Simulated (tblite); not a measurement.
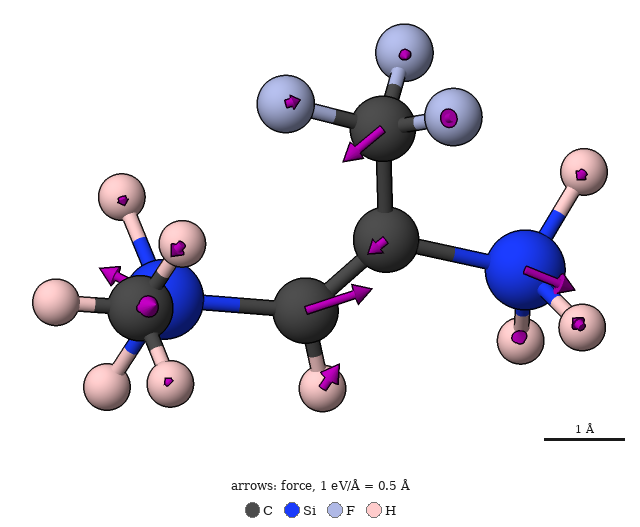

Starting geometry of C4H9F3Si2 with the computed forces as purple arrows. The picture is a ball-and-stick view, seen at a tilt.

These are results of GFN2-xTB geometry optimisation, gas phase (tblite 0.8.0), not measurements. 

What follows when this structure is relaxed?

It isn't relaxed: the largest force vector, on a Si atom, is 1.85 eV/Å. The final displacements have little in common with the starting forces (cosine between the two patterns 0.13). The energy falls by 0.295 eV in 150 geometry steps. The atom that moves furthest after the best rigid fit is an F atom (0.93 Å). By element the largest moves are F 0.93 Å, H 0.86 Å, Si 0.29 Å, C 0.18 Å. Among the contacts that change: C–Si 1.831 → 1.898 Å, C–Si 1.863 → 1.898 Å, C–C 1.515 → 1.489 Å, H–Si 1.488 → 1.462 Å. Among the angles between lasting bonds that change: C–C–C 128.6° → 119.5°, Si–C–H 110.6° → 115.7°, Si–C–C 109.1° → 114.1°. Groups turn about C–C by about 45°, C–Si by about 30°. The run took 2.2 s on 1 thread of Arm Neoverse N1 (shared host).
